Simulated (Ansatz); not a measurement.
CH$_{8}$NSi$_{2}$ (SMILES C/[SiH]=[NH+]/[SiH3]) (charge +1)

Input

```
crystal:
  periodic: [false, false, false]
  atoms:
    - {symbol: C, position_ang: [-0.411173, -2.701326, 0.377066]}
    - {symbol: N, position_ang: [-1.198778, 0.190991, 1.048546]}
    - {symbol: Si, position_ang: [-1.036106, -1.034446, -0.058947]}
    - {symbol: Si, position_ang: [-1.796854, 1.905135, 0.813267]}
    - {symbol: H, position_ang: [0.484621, -2.925087, -0.229415]}
    - {symbol: H, position_ang: [-1.174335, -3.456502, 0.117119]}
    - {symbol: H, position_ang: [-0.160088, -2.789117, 1.444458]}
    - {symbol: H, position_ang: [-1.435126, -0.678493, -1.431964]}
    - {symbol: H, position_ang: [-0.928309, -0.027926, 2.012427]}
    - {symbol: H, position_ang: [-2.122911, 1.965631, -0.630652]}
    - {symbol: H, position_ang: [-2.982306, 2.060324, 1.685915]}
    - {symbol: H, position_ang: [-0.679565, 2.797202, 1.196466]}
basis:
  gaussian:
    orbitals: def2-TZVPD
total_charge: 1
hamiltonian:
  xc: {name: PBE0}
output: {forces: true, orbitals: {seedname: orbitals}}
```

Run with:

```sh
ansatz run input.yaml --threads 2 --pin off --max-ram 4350MiB --events-out events.jsonl --progress --plain --runs-dir runs
```

Geometry: B3LYP-D3(BJ)/def2-SVP.

Computed with isolated molecule in a Gaussian basis; Kohn-Sham density functional theory, functional PBE0 in Ansatz.

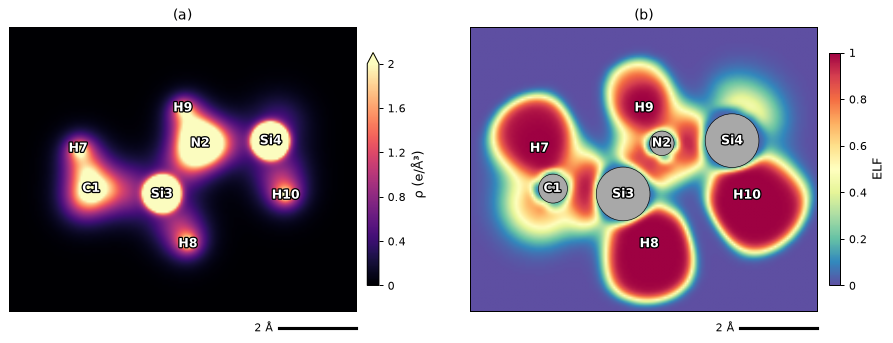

Figure 1. (a) total electron density; (b) electron localisation function on the plane of atoms Si4, N2 and H9. Grey discs cover the atomic cores in the ELF map.

Question: Describe what can be read from this map.

Answer: The section cuts through C, N, Si and H sites. Si–N (1.66 Å): ρ is about 1.2 e/Å³ halfway; the ELF peaks at about 0.90 between the atoms (a short, strongly polar bond). C–Si (1.83 Å): the density is about 1 e/Å³ at the midpoint; the ELF peaks at about 0.95 between the atoms; a covalent bond. N–H (1.02 Å): the density is about 2.8 e/Å³ at the midpoint; the ELF climbs to about 1 towards the hydrogen, as it does in any bond to H: a covalent bond by its length. Si–N (1.83 Å): ρ at the midpoint is about 0.88 e/Å³; the ELF peaks at about 0.95 between the atoms; a shared but strongly polarised pair. C–H (1.10 Å): ρ at the midpoint is about 2 e/Å³; the ELF climbs to about 1 towards the hydrogen (a covalent bond by its length).

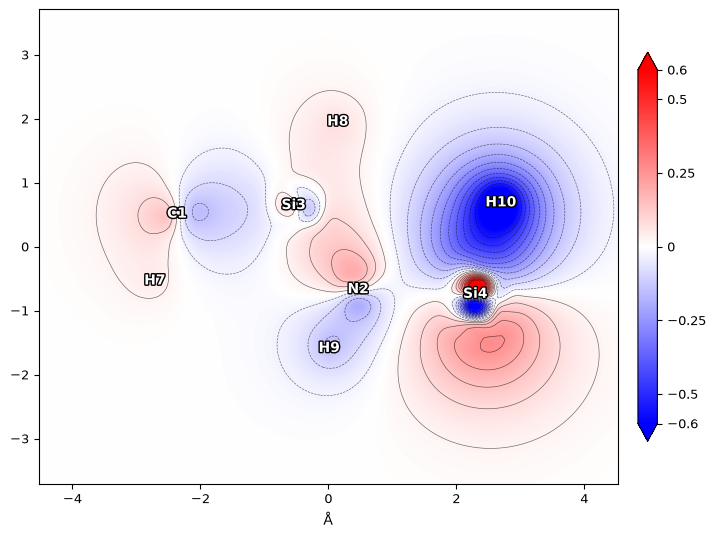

Figure 2. The HOMO−1 on the plane of atoms Si3, N2 and H9 (values in Å⁻³ᐟ²; the overall sign is arbitrary).

Question: Describe this orbital and give its energy.

Answer: It lies mainly on Si4 (about 40 %), H10 (about 35 %), H11 (about 10 %) and H12 (about 10 %). Its energy is −14.14 eV.

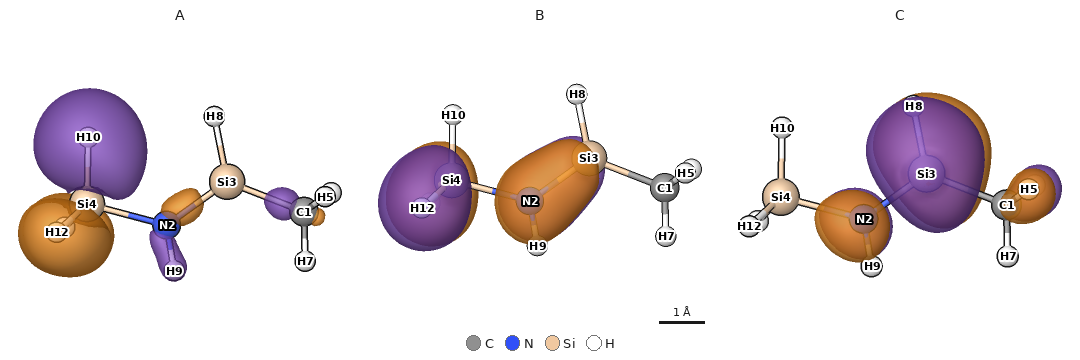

Figure 3. Three frontier orbitals at ±0.1 Å⁻³ᐟ² (orange and purple are the two phases), in no order.

Question: Order the three orbitals by energy and name them.

Answer: A is the HOMO−1 (−14.14 eV). Its weight (Hirshfeld) is mainly on Si4 (about 40 %), H10 (about 35 %), H11 (about 10 %) and H12 (about 10 %). B is the HOMO (−13.38 eV). Its weight (Hirshfeld) is mainly on N2 (about 25 %), Si4 (about 25 %), H11 (about 15 %), H12 (about 15 %) and Si3 (about 10 %). C is the LUMO (−6.99 eV). It lies mainly on Si3 (about 65 %), N2 (about 15 %) and C1 (about 5 %).

Question: What is the HOMO–LUMO gap?

Answer: 6.39 eV between the orbital energies.
